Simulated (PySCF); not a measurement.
**C₄H₃BF₂O: one change and its effect**

System: C₄H₃BF₂O, SMILES C=C1OC=C1B(F)F.
Method of run 1: GIAO HF/pcSseg-1 NMR shielding, non-relativistic, gas phase (PySCF 2.14.0).

The geometry comes from this level: PBE0-D3(BJ)/def2-SVP. Text and figures count atoms from 1; the logs count them from 0 in places.

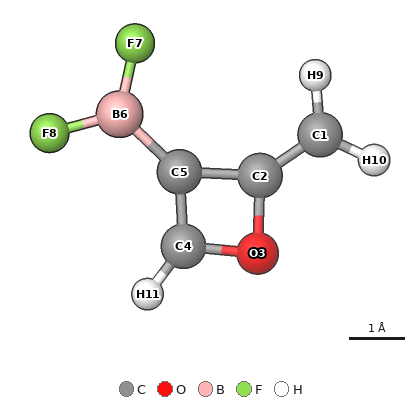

Fig. 1: The structure as given in the input (ball-and-stick view, seen on its broad side; atoms are numbered from 1 in the order of the input). Bond lengths as drawn: B–C 1.52 Å, B–F 1.32 Å, C–C 1.32 to 1.47 Å, C–H 1.09 Å and C–O 1.36 to 1.42 Å.

## Input, run 1
```
{"job": {"kind": "nmr", "xc": "HF", "basis": "pcSseg-1", "pop": false}, "charge": 0, "multiplicity": 1}
C     -1.762505    -0.930400    -0.351955
C     -0.867659     0.028179    -0.168994
O     -1.127332     1.427629    -0.191128
C      0.199809     1.583670     0.067550
C      0.560108     0.268550     0.109473
B      1.833513    -0.532229     0.334846
F      1.841075    -1.855482     0.294708
F      2.986497     0.071634     0.578067
H     -1.446476    -1.973007    -0.312068
H     -2.808184    -0.684247    -0.543310
H      0.643680     2.575063     0.173596
```

The first line tells a small driver script what to run in PySCF; the rest is the geometry in Å.

Launched with:
```bash
OMP_NUM_THREADS=1 python <driver script> task.json out
```

Hardware: 1 CPU thread, shared host.

## Output (run 1)
```
final grid: 106576 points
cycle   1  E = -451.4604411839  dE =  2.032e+00  |g| = 8.357e-01  |ddm| = 3.077e+00
cycle   2  E = -451.5857820437  dE = -1.253e-01  |g| = 4.885e-01  |ddm| = 8.163e-01
cycle   3  E = -451.6258474812  dE = -4.007e-02  |g| = 8.595e-02  |ddm| = 3.207e-01
cycle   4  E = -451.6281014135  dE = -2.254e-03  |g| = 2.581e-02  |ddm| = 1.158e-01
cycle   5  E = -451.6282957882  dE = -1.944e-04  |g| = 8.483e-03  |ddm| = 3.151e-02
cycle   6  E = -451.6283186663  dE = -2.288e-05  |g| = 2.378e-03  |ddm| = 1.012e-02
cycle   7  E = -451.6283232986  dE = -4.632e-06  |g| = 1.063e-03  |ddm| = 5.101e-03
cycle   8  E = -451.6283240089  dE = -7.103e-07  |g| = 3.921e-04  |ddm| = 2.079e-03
cycle   9  E = -451.6283241288  dE = -1.199e-07  |g| = 1.472e-04  |ddm| = 8.379e-04
cycle  10  E = -451.6283241471  dE = -1.827e-08  |g| = 5.895e-05  |ddm| = 3.530e-04
cycle  11  E = -451.6283241498  dE = -2.677e-09  |g| = 2.415e-05  |ddm| = 1.252e-04
cycle  12  E = -451.6283241503  dE = -5.509e-10  |g| = 6.514e-06  |ddm| = 7.374e-05
converged SCF energy = -451.6283241503

GIAO shielding tensors (ppm)
atom      isotropic    diamagn.    paramagn.     s11        s22        s33       span
  0 C       94.215     254.646    -160.431     -0.739    112.290    171.094    171.834
  1 C       23.611     257.960    -234.348    -92.274     77.295     85.814    178.088
  2 O      122.500     403.693    -281.193     19.301    100.188    248.010    228.709
  3 C       -3.682     255.477    -259.159   -144.562     24.058    109.457    254.019
  4 C       86.090     249.076    -162.986     -9.325    112.365    155.229    164.554
  5 B       92.232     193.331    -101.100     77.882     95.191    103.622     25.740
  6 F      309.032     469.312    -160.280    177.009    353.927    396.160    219.152
  7 F      309.408     467.647    -158.239    175.340    356.563    396.321    220.981
  8 H       26.791      30.352      -3.561     24.547     25.780     30.047      5.499
  9 H       26.482      28.213      -1.732     24.248     24.403     30.794      6.546
 10 H       23.619      29.129      -5.510     22.365     22.413     26.078      3.713
```

The input of run 2 differs as follows (lines with − go, lines with + come):
```diff
-"xc": "HF"
+"xc": "PBE0"
```

Predict how the results change.

The total energies belong to different methods, so their difference says nothing on which is more stable or more accurate. The HOMO goes from −9.70 to −7.49 eV. The LUMO goes from 1.89 to −1.83 eV. The dipole moment goes from 1.39 to 1.47 D. Of all shieldings, the largest change is that of O3, by −47.1 ppm. The method changes from HF to PBE0. The SCF takes 14 iterations against 12.

## Output (run 2)
```
coarse grid: 10552 points
cycle   1  E = -453.3339214153  dE =  1.397e+00  |g| = 7.910e-01  |ddm| = 3.199e+00
cycle   2  E = -453.1882051048  dE =  1.457e-01  |g| = 1.211e+00  |ddm| = 1.146e+00
cycle   3  E = -453.4407289249  dE = -2.525e-01  |g| = 1.448e-01  |ddm| = 7.570e-01
cycle   4  E = -453.4453793599  dE = -4.650e-03  |g| = 5.073e-02  |ddm| = 1.507e-01
cycle   5  E = -453.4458821025  dE = -5.027e-04  |g| = 1.296e-02  |ddm| = 3.451e-02
cycle   6  E = -453.4459142732  dE = -3.217e-05  |g| = 3.934e-03  |ddm| = 1.123e-02
cycle   7  E = -453.4459176387  dE = -3.366e-06  |g| = 1.049e-03  |ddm| = 3.349e-03
final grid: 106576 points
cycle   8  E = -453.5117027577  dE = -4.347e-05  |g| = 1.085e-02  |ddm| = 2.907e-02
cycle   9  E = -453.5116645058  dE =  3.825e-05  |g| = 1.826e-02  |ddm| = 1.515e-02
cycle  10  E = -453.5117227577  dE = -5.825e-05  |g| = 1.854e-03  |ddm| = 1.044e-02
cycle  11  E = -453.5117234832  dE = -7.256e-07  |g| = 4.182e-04  |ddm| = 1.544e-03
cycle  12  E = -453.5117235166  dE = -3.342e-08  |g| = 1.822e-04  |ddm| = 4.356e-04
cycle  13  E = -453.5117235248  dE = -8.197e-09  |g| = 5.151e-05  |ddm| = 1.849e-04
cycle  14  E = -453.5117235255  dE = -6.452e-10  |g| = 1.499e-05  |ddm| = 5.258e-05
converged SCF energy = -453.5117235255

GIAO shielding tensors (ppm)
atom      isotropic    diamagn.    paramagn.     s11        s22        s33       span
  0 C       85.335     256.401    -171.066      1.531     90.964    163.509    161.977
  1 C       14.136     259.098    -244.962    -86.026     54.615     73.818    159.843
  2 O       75.375     402.086    -326.710    -42.908     45.703    223.331    266.240
  3 C       -1.353     254.547    -255.900   -111.147      9.267     97.821    208.968
  4 C       78.415     250.526    -172.111     -1.280     90.578    145.946    147.226
  5 B       80.281     195.640    -115.359     70.457     84.548     85.837     15.380
  6 F      264.404     469.376    -204.971    116.327    305.276    371.610    255.283
  7 F      264.584     467.330    -202.747    114.175    308.646    370.930    256.755
  8 H       26.291      30.702      -4.411     24.622     25.260     28.990      4.369
  9 H       26.105      27.894      -1.790     24.053     24.665     29.597      5.544
 10 H       23.384      29.842      -6.457     22.274     22.689     25.190      2.916
```

## The two runs side by side

| quantity | run 1 | run 2 |
| --- | --- | --- |
| outcome | converged | converged |
| total energy (hartree) | −451.628324 | −453.511724 |
| HOMO (eV) | −9.70 | −7.49 |
| LUMO (eV) | 1.89 | −1.83 |
| dipole moment (D) | 1.39 | 1.47 |
| shielding of C1 (ppm) | 94.2 | 85.3 |
| shielding of C2 (ppm) | 23.6 | 14.1 |
| shielding of O3 (ppm) | 122.5 | 75.4 |
| shielding of C5 (ppm) | 86.1 | 78.4 |
| shielding of B6 (ppm) | 92.2 | 80.3 |
| shielding of F7 (ppm) | 309.0 | 264.4 |
| shielding of F8 (ppm) | 309.4 | 264.6 |
| SCF iterations | 12 | 14 |
| basis functions | 151 | 151 |
| wall time (shared host) | 7.1 s | 14 s |
